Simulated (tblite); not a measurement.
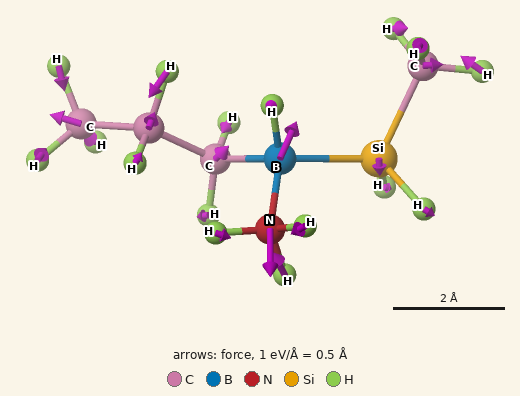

Starting geometry of C₄H₁₆BNSi with the computed forces as purple arrows. The picture is a ball-and-stick view, seen at a tilt.

Computed with GFN2-xTB geometry optimisation, gas phase (tblite 0.8.0). 

> Is this structure relaxed? If not, where do the atoms go?

It isn't relaxed: the largest force vector, on the N atom, is 1.97 eV/Å. The final displacements have little in common with the starting forces (cosine between the two patterns 0.28). An H atom moves most after the best rigid fit: 1.53 Å. By element the largest moves are H 1.53 Å, C 0.40 Å, B 0.25 Å, N 0.20 Å, Si 0.15 Å. Some distances before and after: B–N 1.537 → 1.662 Å, B–Si 1.932 → 1.985 Å, C–Si 1.866 → 1.904 Å, H–N 1.049 → 1.015 Å. Among the angles between lasting bonds that change: C–C–B 103.2° → 115.4°, C–C–H 114.5° → 107.9°, N–B–H 110.0° → 103.8°. Groups turn about C–C by about 55°. Over 178 geometry steps the energy falls by 0.812 eV.
